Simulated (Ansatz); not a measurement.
F$_{3}$GeH···HF

```yaml
atoms:
  - { symbol: Ge, position_ang: [0.2325, 0.1235, 0.1158] }
  - { symbol: H, position_ang: [0.7066, 0.3643, 1.5480] }
  - { symbol: F, position_ang: [1.5764, -0.3120, -0.8935] }
  - { symbol: F, position_ang: [-0.5152, 1.4571, -0.6923] }
  - { symbol: F, position_ang: [-0.8492, -1.2620, -0.0801] }
  - { symbol: F, position_ang: [-1.9980, 0.2030, 1.5745] }
  - { symbol: H, position_ang: [-2.0394, -0.5739, 1.0310] }
```

The calculation used RKS PBE/def2-SVP in Ansatz.

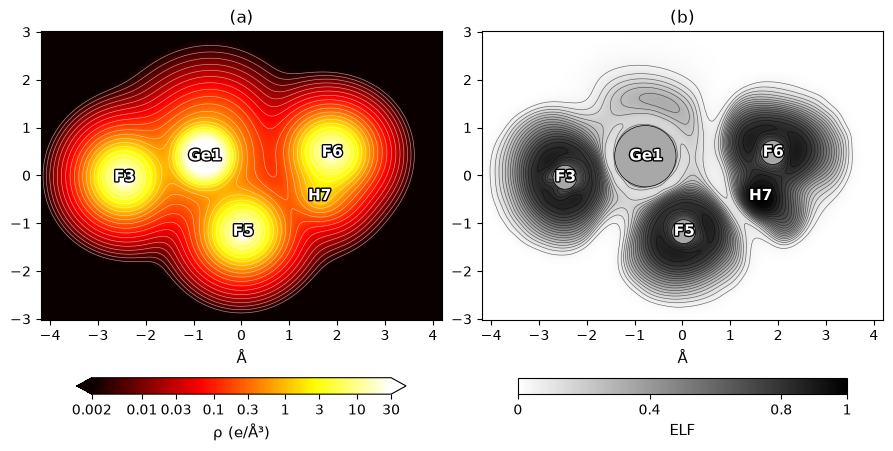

Figure 1. (a) electron density; (b) ELF on the plane of atoms F3, Ge1 and F5. Grey discs cover the atomic cores in the ELF map.

Question: Read the bonding off the picture.

Answer:
- Atoms in the plane: Ge, F and H.
- F5···H7 (1.77 Å): the density falls to about 0.24 e/Å³ on the way; the ELF dips to about 0.10 between them (by its geometry a hydrogen bond between the two molecules, with no shared pair).
- Ge–F (1.74 Å): ρ is about 0.93 e/Å³ halfway; the ELF peaks at about 0.80 in the valence shell of F, 0.5 Å from its nucleus, and is about 0.25 at the midpoint.
- F–H (0.95 Å): ρ at the midpoint is about 4.4 e/Å³; the ELF climbs to about 1 towards the hydrogen, as it does in any bond to H: a covalent bond by its length.
- The ELF also peaks beside F5, F3 and F6, away from the bonds: lone-pair regions.

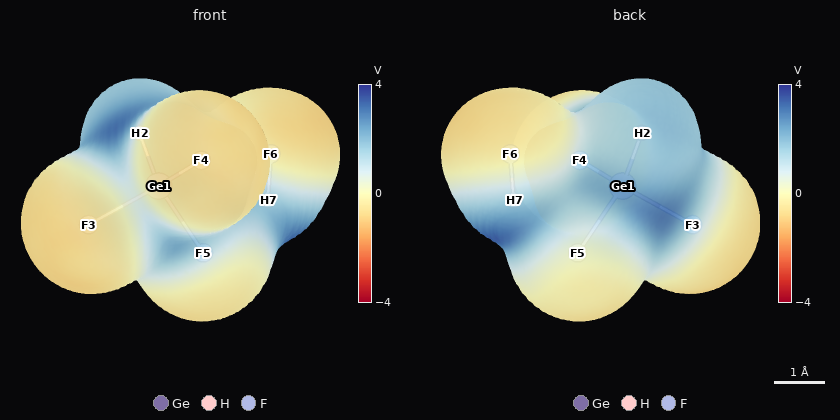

Figure 2. The molecular electrostatic potential painted on the density surface at 0.004 e/bohr³, seen from the front and from behind; red is negative and blue positive.

Question: Where is the surface potential most negative and most positive?

Answer: The most negative region (about −0.9 V) lies over F3, F4 and F6, the most positive (about +3.3 V) over Ge1 and H7.

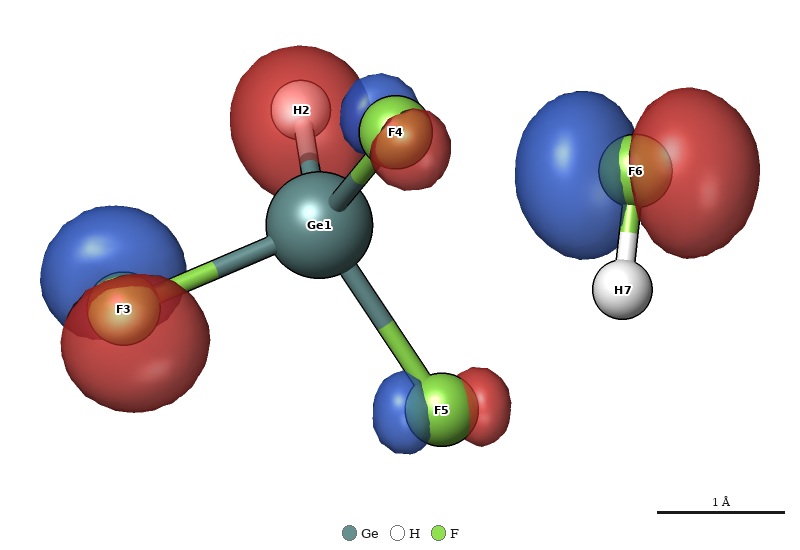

Figure 3. The HOMO at ±0.2 Å⁻³ᐟ² (blue and red are the two phases), seen at a tilt.

Question: Describe this orbital and give its energy.

Answer: By Hirshfeld shares it lies mainly on F6 (about 45 %), F3 (about 30 %), H2 (about 10 %) and Ge1 (about 10 %); largely a combination of lone pairs on F6 and F3. Its energy is −9.19 eV.
